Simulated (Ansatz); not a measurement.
Al5Ru2 (charge −1, quintet)

Input

```
crystal:
  periodic: [false, false, false]
  atoms:
    - {symbol: Ru, position_ang: [-0.046339, -0.516211, -0.001025]}
    - {symbol: Ru, position_ang: [0.303889, 2.112935, -0.465426]}
    - {symbol: Al, position_ang: [0.955005, -2.349900, 1.112188]}
    - {symbol: Al, position_ang: [-2.141485, -1.613338, 0.161072]}
    - {symbol: Al, position_ang: [2.143248, 0.683308, 0.033115]}
    - {symbol: Al, position_ang: [-0.203064, 0.460841, -2.239713]}
    - {symbol: Al, position_ang: [-1.011264, 1.222365, 1.399778]}
basis:
  gaussian: {orbitals: def2-TZVPD, initial_orbitals: start.molden}
total_charge: -1
magnetization: {spin_polarized: true, initial_magnetization: 4}
hamiltonian: {xc: pbe0, dispersion: d4}
scf: {omitted_lower_state_checks: [starts]}
output: {orbitals: {seedname: orbitals}}
```

Run with:

```sh
ansatz run in.yaml --threads 4 --pin off --events-out ev --progress --plain --max-ram 4787MiB
```

Geometry: PBE-D4/def2-SVPD; ⟨S²⟩ = 6.11, above the pure value of 6.00; core potentials replace the inner electrons of Ru.

All numbers below come from UKS PBE0-D4/def2-TZVPD (Ansatz 0.2.0).

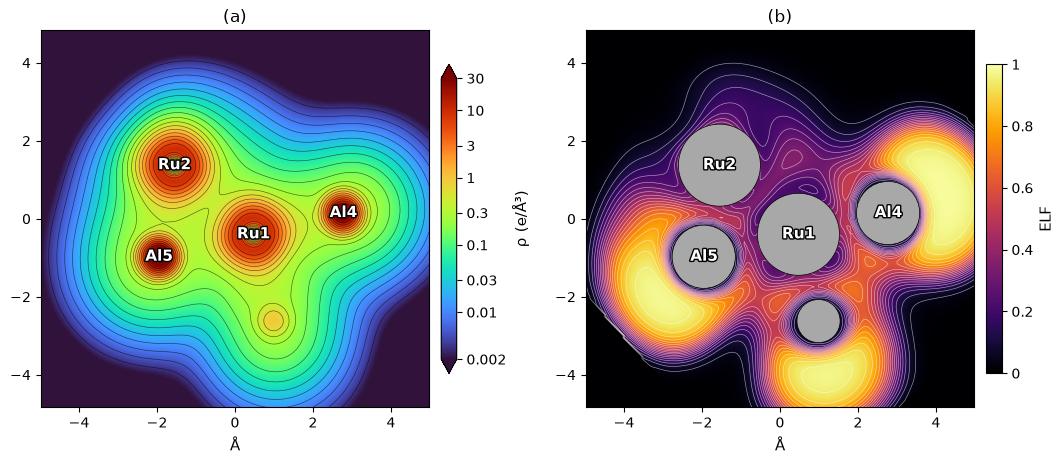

Figure 1. (a) electron density; (b) electron localisation function on the plane of atoms Ru2, Ru1 and Al5. Grey discs cover the atomic cores in the ELF map.

Question: What do the fields say about this system?

Answer: The section cuts through Ru and Al sites. Al–Ru (2.37 Å): the density is about 0.53 e/Å³ at the midpoint; the ELF is about 0.50 at the midpoint. Ru–Ru (2.69 Å): the density is about 0.41 e/Å³ at the midpoint; the ELF is about 0.35 at the midpoint. Al–Ru (2.50 Å): ρ at the midpoint is about 0.4 e/Å³, with its minimum of 0.31 e/Å³ about 0.9 Å from Al; the ELF is about 0.35 at the midpoint.

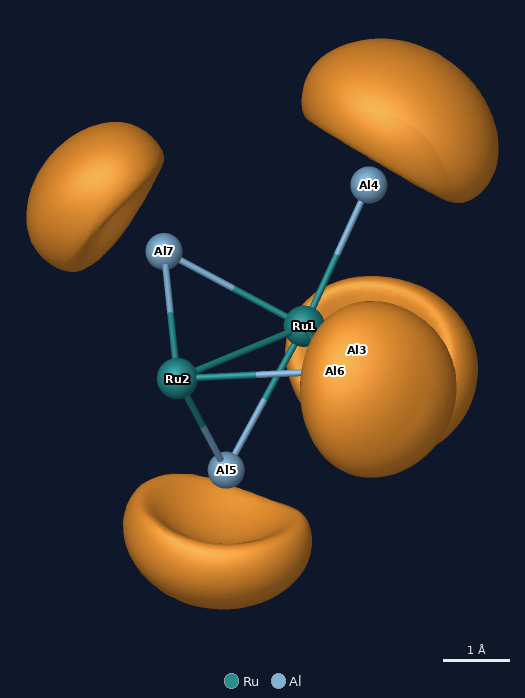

Figure 2. Isosurface of the electron localisation function at 0.85 (orange), seen at an oblique angle. Only the valence region is drawn (cores and ρ < 0.01 e/Å³ removed).

Question: Describe the localisation domains.

Answer: The ELF exceeds this value in five lobes on Al, pointing away from the bonds (non-bonding electrons).

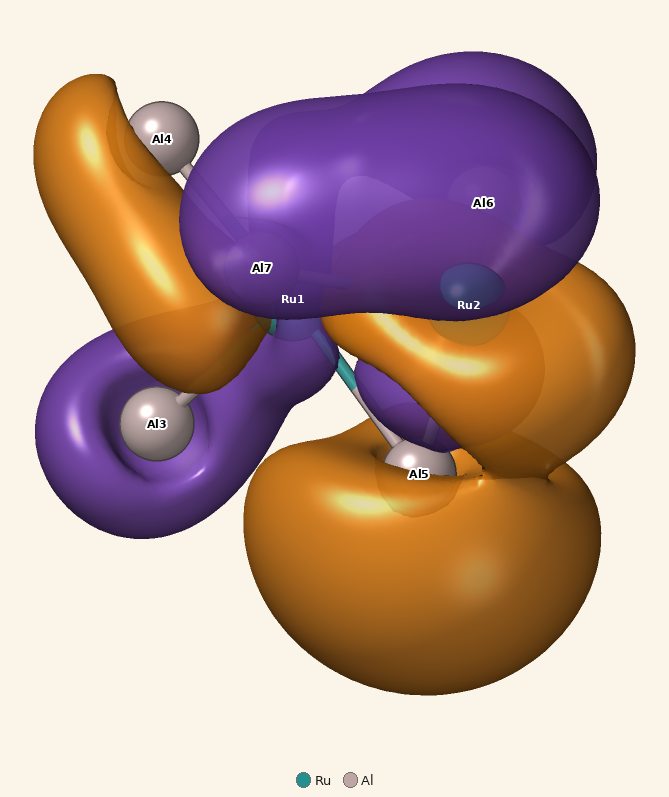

Figure 3. The HOMO−1 (β) at ±0.04 Å⁻³ᐟ² (orange and purple are the two phases), seen at a tilt.

Question: What is the character of this orbital?

Answer: It lies mainly on Ru2 (about 50 %), Al5 (about 20 %), Ru1 (about 10 %) and Al7 (about 5 %). Its energy is −1.66 eV.
